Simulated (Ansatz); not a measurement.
In doubt: masses and optical values from hybrid runs of this build are listed as unsure (in some of the runs), which bears on the screening that GW takes from such a start.

System: BaTiO3 (Pm-3m).

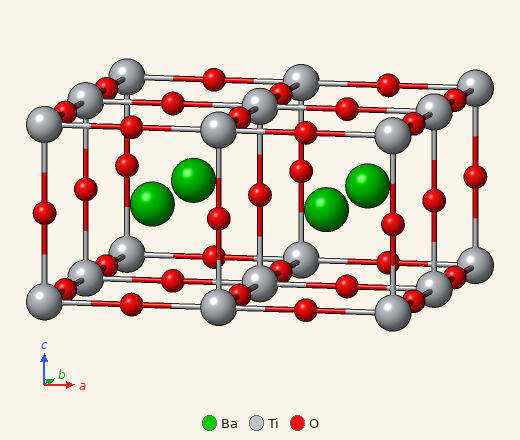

The structure (barium green, titanium light grey, oxygen red). 2×2×1 cells are drawn. Some periodic images of atoms are drawn too.

It takes space group Pm-3m (No. 221, cubic). The conventional cell has a = 4.006 Å, b = 4.006 Å, c = 4.006 Å, α = 90.00°, β = 90.00°, γ = 90.00°. Nearest to Ba lie 12 O at 2.83 Å. Nearest to Ti lie 6 O at 2.00 Å. O has 2 Ti at 2.00 Å and 4 Ba at 2.83 Å nearest. Farther neighbours and most contacts between anions are not listed.

```xyz
5
Lattice="4.0060 0.0000 0.0000 0.0000 4.0060 0.0000 0.0000 0.0000 4.0060" Properties=species:S:1:pos:R:3 pbc="T T T"
Ba    2.0030    2.0030    2.0030
Ti    0.0000    0.0000    0.0000
O     2.0030    0.0000    0.0000
O     0.0000    2.0030    0.0000
O     0.0000    0.0000    2.0030
```

The cell and positions come from the Crystallography Open Database and are kept as given unless a step says otherwise. Spin-orbit coupling is left out unless a run names it.

Gaps computed with Ansatz 0.2.0 without a self-energy: HSE06 3.19 eV.

Question: Estimate the G0W0@HSE06 gap with 6×6×6 mesh, 382 empty bands, screening to 190 eV, hard PAW files.

About 3.47 eV: on its mesh the run moves the gap from 3.19 eV by +0.27 eV. Bands and cutoff are finite, so the gap is not at the basis limit. The miss can reach some tenths of an eV and take either sign; the mesh is an error of its own. This is the ideal cubic cell; many perovskites, halides above all, are cubic only on average, and local tilts or off-centring can widen the gap. The many-body steps are scalar-relativistic: spin-orbit coupling is not in them.

[Paths, hosts, dates, memory and timing lines, banners, echoed tables and standing remarks are left out of the program output.]

[Logs are printed without paths, hosts, clocks, repeated set-up lines and the standing remarks that a program may print on its own settings, such as how far it seeks lower states.]

[Runs of the session that timed out or met a known fault of the program may be left out.]

[Cells called generated may have been cut or substituted from an entry of the Crystallography Open Database or the Materials Project.]

[Hosts, paths, dates, database ids (printed as entryN), source tags and the programs' standing remarks are cut or masked in the printed files.]
